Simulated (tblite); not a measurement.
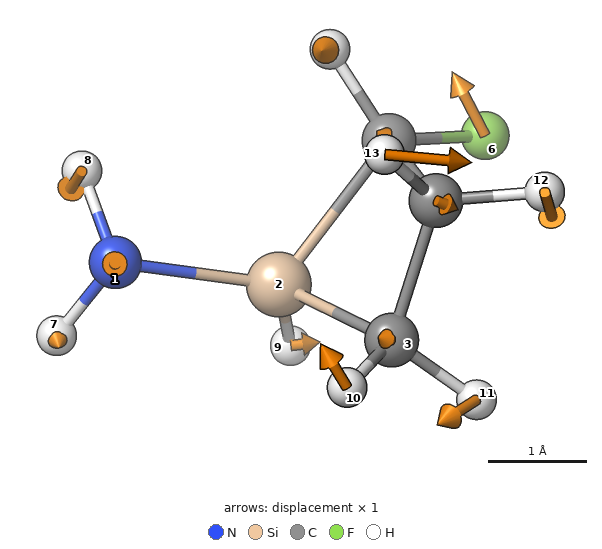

A relaxation of C3H8FNSi. The starting structure is drawn; orange arrows show the displacements, at their true length. The two geometries are superimposed by the best rigid fit.

The picture is a ball-and-stick view, seen at a tilt.

Computed with GFN2-xTB geometry optimisation, gas phase in tblite. 

> What happened in the run?

The atom that moves furthest after the best rigid fit is an H atom (0.91 Å). Largest moves by element: H 0.91 Å, F 0.76 Å, N 0.35 Å, C 0.29 Å, Si 0.04 Å. Some distances before and after: N–Si 1.790 → 1.722 Å, C–Si 1.843 → 1.909 Å, C–Si 1.873 → 1.924 Å, C–H 1.137 → 1.089 Å. Bond angles that change, for instance: Si–N–H 107.8° → 118.1°, F–C–H 114.8° → 105.4°, Si–C–F 110.2° → 117.7°. Groups turn about C–C by about 35°, C–C by about 35°, N–Si by about 30°. Over 107 geometry steps the energy falls by 58.9 kJ/mol. The run took 0.55 s on 1 thread of Arm Neoverse V1 (shared host).
